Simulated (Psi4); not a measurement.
**C2H5AlO (SMILES [CH3][Al]1[CH2][O]1): DSD-PBEP86/6-31G(d) (density fitting for correlation, spherical functions)**

What is the vertical ionisation energy of C2H5AlO at DSD-PBEP86/6-31G* (density fitting for correlation, spherical functions)? 

The results are computed with Psi4 1.11.

1 further run of the same task is left out (set aside as unsound or not needed).

## Step 1: The structure to begin with

C2H5AlO has 9 atoms, charge 0, and is taken as a singlet. SMILES: `[CH3][Al]1[CH2][O]1`. The shape is that of a PBE0-D4/def2-TZVP optimisation.

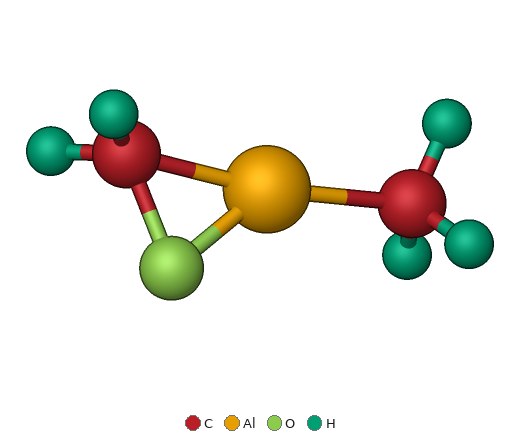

Viewed from a chosen angle; carbon red, aluminium amber, oxygen green, hydrogen teal.

## Step 2: The energy at DSD-PBEP86/6-31G(d) (density fitting for correlation, spherical functions)

c2h5alo.xyz reads:

```xyz
9
C2H5AlO
C     -0.670900     1.320200    -1.081500
Al     0.051300    -0.076700     0.044200
C      0.678700    -1.280200     1.349300
O      0.789300    -1.609500    -0.097900
H      0.039700     1.575000    -1.872100
H     -0.900200     2.226000    -0.517500
H     -1.591200     0.976800    -1.562100
H      0.038500    -1.980500     1.887700
H      1.653200    -1.197400     1.832800
```

run_ase.py reads:

```python
import numpy as np
from ase.calculators.psi4 import Psi4
from ase.io import read

atoms = read('c2h5alo.xyz')
calc = Psi4(atoms=atoms, method='dsd-pbep86', basis='6-31G*', memory='2200MB', num_threads=1, charge=0, multiplicity=1, label='psi4-calc')
calc.psi4.set_options({'puream': True, 'e_convergence': 1e-09, 'd_convergence': 1e-08, 'scf_type': 'pk', 'dft_radial_points': 99, 'dft_spherical_points': 590, 'num_frozen_docc': 8})
atoms.calc = calc

print(f'energy: {atoms.get_potential_energy():.6f} eV')
```

Launch:

```sh
python run_ase.py
```

psi4-calc.dat:

```text
[...]
  Running in c1 symmetry.
[...]
  Nuclear repulsion =  145.500629802387095
[...]
  Multiplicity = 1
[...]
  Nalpha       = 19
  Nbeta        = 19
[...]
    Number of basis functions: 70
[...]
   @RKS iter   1:  -395.72715046487497   -7.65787e-01   9.37140e-03 ADIIS/DIIS
[...]
   @RKS iter  12:  -395.94827350252081   -3.24007e-12   3.08456e-09 DIIS
[...]
    Orbital Energies [Eh]
    ---------------------
    Doubly Occupied:
       1A    -57.601095     2A    -20.016674     3A    -10.867073
       4A    -10.854543     5A     -4.624690     6A     -3.020260
       7A     -3.017246     8A     -3.015393     9A     -1.163833
      10A     -0.868056    11A     -0.765724    12A     -0.531101
      13A     -0.526397    14A     -0.522202    15A     -0.520275
      16A     -0.472789    17A     -0.414363    18A     -0.357933
      19A     -0.293396
[...]
  @RKS Final Energy:  -395.94827350252081
   => Energetics <=
    Nuclear Repulsion Energy =            145.5006298023870954
    One-Electron Energy =                -835.8746098151149226
    Two-Electron Energy =                 305.8109311000863499
    DFT Exchange-Correlation Energy =     -11.3852245898794102
    Empirical Dispersion Energy =           0.0000000000000000
    VV10 Nonlocal Energy =                  0.0000000000000000
    Total Energy =                       -395.9482735025208058
[...]
 Multipole Moments:
 ------------------------------------------------------------------------------------
     Multipole            Electronic (a.u.)      Nuclear  (a.u.)        Total (a.u.)
 ------------------------------------------------------------------------------------
 L = 1.  Multiply by 2.5417464519 to convert [e a0] to [Debye]
 Dipole X            :          0.8436151           -1.4534531           -0.6098380
 Dipole Y            :         -1.6545864            2.9078582            1.2532718
 Dipole Z            :          0.3680068           -0.3945048           -0.0264980
 Magnitude           :                                                    1.3940211
[...]
```

On the terminal:

```text
energy: -10781.473386 eV
```

Wall time 9.3 s (1 thread of Intel Xeon 6975P-C (Granite Rapids), shared host); peak memory 1.1 GiB.

## Step 3: The doublet cation

c2h5alo.in reads:

```
memory 2.2 GB

molecule geom {
  1 2
  C     -1.26781726     2.49481643    -2.04373880
  Al     0.09694295    -0.14494199     0.08352589
  C      1.28255712    -2.41922738     2.54980746
  O      1.49156083    -3.04151420    -0.18500419
  H      0.07502213     2.97631865    -3.53775628
  H     -1.70113146     4.20653035    -0.97793327
  H     -3.00693221     1.84588448    -2.95194118
  H      0.07275446    -3.74260259     3.56723601
  H      3.12409523    -2.26275806     3.46349004
  units bohr
  symmetry c1
}

set basis 6-31G*
set reference uks
set puream true
set e_convergence 1e-09
set d_convergence 1e-08
set scf_type pk
set dft_radial_points 99
set dft_spherical_points 590
set num_frozen_docc 8
set maxiter 100

E = energy('dsd-pbep86')
```

Launch:

```sh
psi4 c2h5alo.in c2h5alo.out -n 1
```

c2h5alo.out:

```text
[...]
  Running in c1 symmetry.
[...]
  Nuclear repulsion =  145.500629799739670
[...]
  Multiplicity = 2
[...]
  Nalpha       = 19
  Nbeta        = 18
[...]
    Number of basis functions: 70
[...]
   @UKS iter   1:  -395.50801038764939   -5.46646e-01   7.49125e-03 DIIS/ADIIS
[...]
   @UKS iter  18:  -395.65692446500310   -3.18323e-12   7.79077e-09 DIIS
[...]
   @S^2 Observed:                7.642534502E-01
[...]
    Orbital Energies [Eh]
    ---------------------
    Alpha Occupied:
       1A    -57.880826     2A    -20.341685     3A    -11.165977
       4A    -11.038830     5A     -4.900657     6A     -3.294910
       7A     -3.294192     8A     -3.291108     9A     -1.485711
      10A     -1.070834    11A     -1.044797    12A     -0.851315
      13A     -0.815469    14A     -0.763504    15A     -0.695026
      16A     -0.693481    17A     -0.655104    18A     -0.646851
      19A     -0.610431
    Alpha Virtual:
      20A     -0.170948    21A     -0.162789    22A     -0.107329
      23A     -0.024800    24A     -0.006966    25A      0.014239
[...]
  @UKS Final Energy:  -395.65692446500310
   => Energetics <=
    Nuclear Repulsion Energy =            145.5006297997396700
    One-Electron Energy =                -826.1165532595791774
    Two-Electron Energy =                 296.2458739702894377
    DFT Exchange-Correlation Energy =     -11.2868749754530899
    Empirical Dispersion Energy =           0.0000000000000000
    VV10 Nonlocal Energy =                  0.0000000000000000
    Total Energy =                       -395.6569244650031010
[...]
 Multipole Moments:
 ------------------------------------------------------------------------------------
     Multipole            Electronic (a.u.)      Nuclear  (a.u.)        Total (a.u.)
 ------------------------------------------------------------------------------------
 L = 1.  Multiply by 2.5417464519 to convert [e a0] to [Debye]
 Dipole X            :          1.1696977           -1.4534531           -0.2837554
 Dipole Y            :         -2.2528070            2.9078582            0.6550512
 Dipole Z            :          1.4242326           -0.3945048            1.0297278
 Magnitude           :                                                    1.2529759
[...]
```

Wall time 15 s (1 thread of Intel Xeon 6975P-C (Granite Rapids), shared host); peak memory 1.1 GiB.

## Step 4: What came out

Level: DSD-PBEP86/6-31G* (density fitting for correlation, spherical functions), 8 core orbitals frozen.

```
                                                                quantity          value
                                           singlet C2H5AlO: total energy  -396.21184 Eh
                      singlet C2H5AlO: HOMO energy (SCF part's orbitals)       -7.98 eV
                      singlet C2H5AlO: LUMO energy (SCF part's orbitals)        1.26 eV
                    singlet C2H5AlO: HOMO–LUMO gap (SCF part's orbitals)        9.24 eV
                                            doublet cation: total energy  -395.90726 Eh
doublet cation: HOMO energy (SCF part's orbitals) (highest over α and β)      -16.61 eV
 doublet cation: LUMO energy (SCF part's orbitals) (lowest over α and β)       -7.98 eV
                                                    doublet cation: ⟨S²⟩          0.764
                      vertical ionisation energy (to the doublet cation)       8.288 eV
```

The vertical ionisation energy comes to 8.29 eV (800 kJ/mol). The negative HOMO energy of the first species, 7.98 eV, lies 0.30 eV below that difference.
